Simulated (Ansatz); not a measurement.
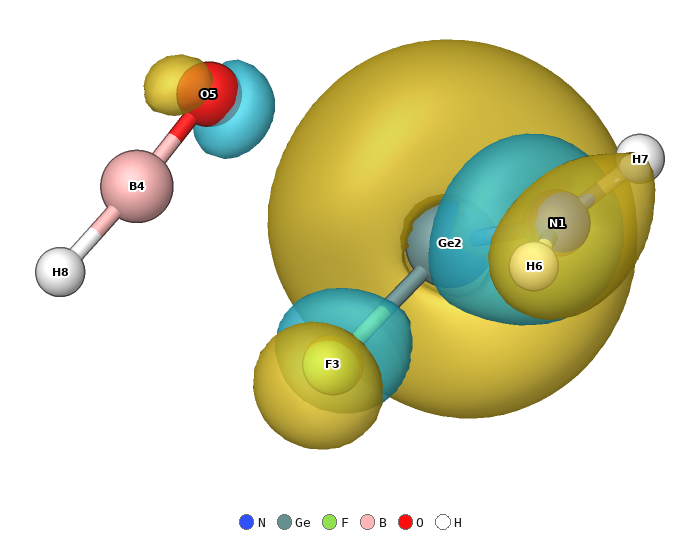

BFGeH3NO. The HOMO at ±0.08 Å⁻³ᐟ² (yellow and cyan are the two phases), seen across its widest extent.

At this geometry the atoms fall into two loosely joined parts.

Method: Ansatz 0.2.0, RHF/def2-SVP.

Input

```
crystal:
  periodic: [false, false, false]
  atoms:
    - { symbol: "N", position_ang: [0.2984, 1.3408, 0.7662] }
    - { symbol: Ge, position_ang: [0.5845, -0.2662, -0.0473] }
    - { symbol: F, position_ang: [2.1577, -0.9247, 0.217] }
    - { symbol: B, position_ang: [-0.9379, -1.3784, -0.7911] }
    - { symbol: O, position_ang: [-0.5636, -1.4175, 0.5767] }
    - { symbol: H, position_ang: [1.0146, 2.0446, 0.4496] }
    - { symbol: H, position_ang: [-0.6066, 1.7514, 0.3359] }
    - { symbol: H, position_ang: [-1.8549, -1.207, -1.5628] }
basis:
  gaussian: { orbitals: def2-SVP }
hamiltonian:
  xc: hf
relax:
  f_tol: 0.015
  max_steps: 40
output:
  orbitals: {}
```

Command:

```sh
ansatz run input.yaml --threads 1 --pin off --max-ram 2048MiB --backend cpu --events-out ev --progress --plain --runs-dir out
```

The fields are those of the relaxed geometry.

Q: Where does this orbital lie, and at what energy?

A: It lies mainly on Ge2 (about 80 %), N1 (about 10 %) and F3 (about 5 %). Its energy is −9.89 eV.
